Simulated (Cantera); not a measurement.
A closed system holds: 1 mol SiHCl₃, 0.02 mol Cl₂, 200 mol N₂, held at 1323 K.

Cantera equilibrium calculation (NASA polynomials, part measured and part estimated; ideal gas, pure solids and liquids). Candidate condensed phases: NH₄Cl, Si, Si₃N₄; 28 gas species. N₂ is the only nitrogen source here; it is nearly inert below about 1500 K, so the nitride shown seldom forms there in practice. The tables' values for SiCl₃ are old estimates; treat these amounts as uncertain. Equilibrium is a limit: real reactors are often held back by kinetics, nucleation or transport.

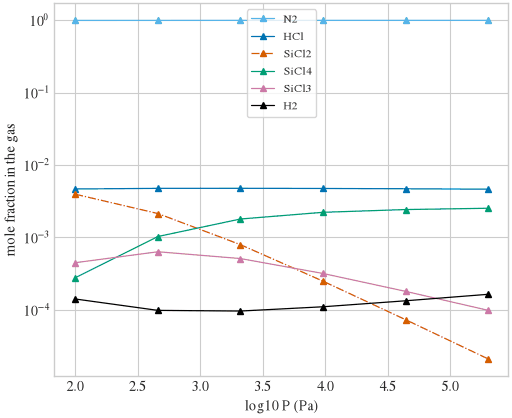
Figure. Equilibrium gas composition (values under 1e-9 drawn at 1e-9)

Q: Read off the mole fractions at 4.60 mbar.

A: N₂ about 0.99, HCl about 0.0048, SiCl₂ about 0.0021, SiCl₄ about 0.0010, SiCl₃ about 0.00063, H₂ about 9.9e-5.
